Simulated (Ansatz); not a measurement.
```xyz
5

Ge   -0.6869   -0.5623   -0.6344
H     0.3569    0.3656    1.2405
F     0.8470   -0.4544   -1.4955
H    -0.8871    1.0300   -0.5113
H     0.3702   -0.3788    1.4006
```

The product side of a reaction path; geometry: PBE0-D4/def2-TZVP.

Theory: RKS PBE0-D4/def2-TZVPP in Ansatz.

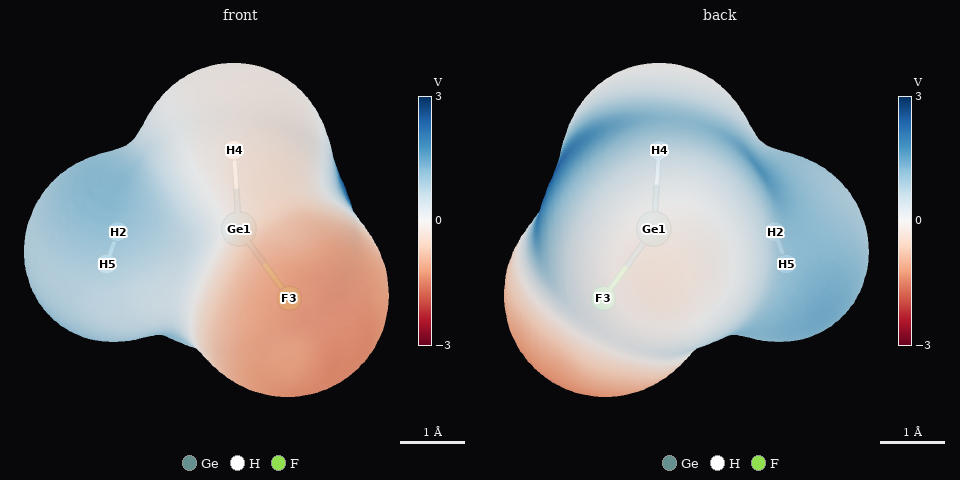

FGeH···H2. The molecular electrostatic potential painted on the density surface at 0.002 e/bohr³, seen from the front and from behind; the colour scale runs from red (negative) to blue (positive).

Describe the electrostatic potential map.

The most negative region (about −1.4 V) lies over F3, the most positive (about +2.4 V) over Ge1.
